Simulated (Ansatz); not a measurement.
System: WF4 on a slab of content Ta.

The given structure:
```xyz
20
Lattice="6.5699 0.0000 0.0000 0.0000 6.5699 0.0000 0.0000 0.0000 23.5699" Properties=species:S:1:pos:R:3 pbc="T T T"
Ta    1.6425    4.9274    8.5000
Ta    1.6425    1.6425    8.5000
Ta    4.9274    4.9274    8.5000
Ta    4.9274    1.6425    8.5000
Ta    3.2849    3.2849   10.1424
Ta    3.2849    0.0000   10.1424
Ta    0.0000    3.2849   10.1424
Ta    0.0000    0.0000   10.1424
Ta    4.9274    1.6425   11.8007
Ta    4.9274    4.9274   11.8007
Ta    1.6425    1.6425   11.8007
Ta    1.6425    4.9274   11.8007
Ta    0.0000    0.0000   13.4853
Ta    0.0000    3.2849   13.4853
Ta    3.2849    0.0000   13.4853
Ta    3.2849    3.2849   13.4853
Ta    1.6425    4.9274   14.9431
Ta    1.6425    1.6425   14.9431
Ta    4.9274    4.9274   14.9431
Ta    4.9274    1.6425   14.9431
```

Calculation (Ansatz 0.2.0): adsorption at several starting sites on a slab cut from the named crystal, one adsorbate a surface cell, the lower planes held, the adsorption energy counts from the clean slab and the free, spin-polarised adsorbate, negative where bound, plane waves with PAW datasets, Γ-centred k mesh. Level: PBE with D3(BJ), collinear spin.

```json
{"setting": "crystal formula", "value": "Ta"}
{"setting": "crystal space group number", "value": "229"}
{"setting": "Miller index h", "value": "1"}
{"setting": "Miller index k", "value": "0"}
{"setting": "Miller index l", "value": "0"}
{"setting": "top plane", "value": "Ta"}
{"setting": "bottom plane", "value": "Ta"}
{"setting": "planes", "value": "5"}
{"setting": "surface cell", "value": "(2, 2)"}
{"setting": "slab thickness as cut", "value": "6.57 Å"}
{"setting": "vacuum", "value": "17 Å"}
{"setting": "surface area", "value": "43.16 Å²"}
{"setting": "wave cutoff", "value": "420 eV"}
{"setting": "k mesh", "value": "5×5×1"}
{"setting": "occupations", "value": "Gaussian"}
{"setting": "smearing width", "value": "0.1 eV"}
{"setting": "boundary", "value": "dipole corrected"}
{"setting": "adsorbate", "value": "WF4"}
```

Sites are named by a rule of distances and placed in fractions of the cell vectors a and b; the slab's top layers relax too; key: 1 = top site at (0.75, 0.25); 2 = bridge site at (0.50, 0.25).

Describe the result: the adsorption energy of each starting site.

Among these starts the lowest is no. 2, at −4.121 eV; no. 1 is 0.798 eV higher.

| starting site | adsorption energy (eV) | height over highest slab atom (Å) | dipole change (e Å) |
| --- | --- | --- | --- |
| no. 1 | −3.323 | 1.814 | −0.188 |
| no. 2 | −4.121 | 2.114 | −0.197 |

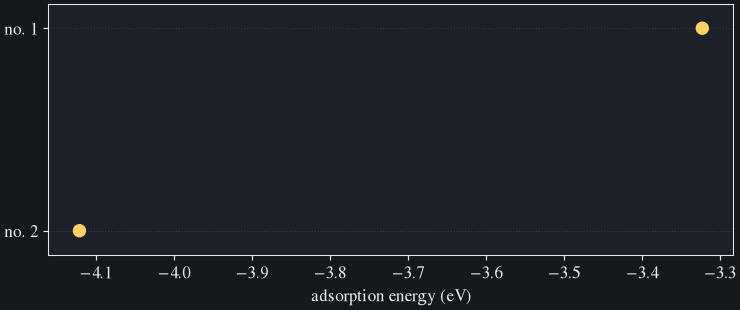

Keep in mind: starting moments lost; xc potential rough in thin density.
